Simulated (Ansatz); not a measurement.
**Redistribution: C2H4Br2 + CH3I → CHBr2I + C2H6**

Species: C2H4Br2 (1,1-dibromoethane) `CC(Br)Br`, singlet; CH3I (methyl iodide) `CI`, singlet; CHBr2I `BrC(Br)I`, singlet; C2H6 `CC`, singlet. The partners trade CH3 for I; both sit on C, so the bond types are kept.

Shapes, held fixed at every level: PBE0-D4/def2-TZVP. Programs: Ansatz 0.2.0. The zero-point and thermal change to 298 K, harmonic and unscaled (PBE0-D4/def2-TZVP), is -0.5 kJ/mol.

| level | kind | ΔH(298 K) (kJ/mol) | less CCSD(T)/def2-TZVPP |
| --- | --- | --- | --- |
| HF/def2-SVP | Hartree–Fock | +57.3 | +14.2 |
| wB97M-V/def2-TZVPP | range-separated hybrid | +42.7 | -0.4 |
| B2PLYP/def2-TZVPP | double hybrid | +40.8 | -2.3 |
| MP2/def2-SVP | perturbation theory | +39.0 | -4.1 |
| CCSD/def2-SVP | coupled cluster or CI | +43.6 | +0.5 |
| CCSD/def2-TZVPP | coupled cluster or CI | +45.2 | +2.1 |
| CCSD(T)/def2-TZVPP | coupled cluster or CI | +43.1 | 0.0 |

The highest level, CCSD(T)/def2-TZVPP, gives ΔH(298 K) = +43.1 kJ/mol; the levels span +39.0 to +57.3. The column of differences is taken from that level and isn't an error. No measured value is set beside it here. For atoms past krypton def2 sets carry core potentials with scalar relativity. Relativity is left out for Br. Outer-core shells of Br, I are correlated, in sets that cover them unevenly.

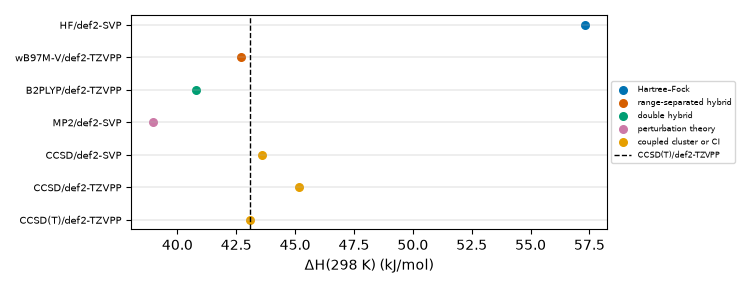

The values of the table, level by level.
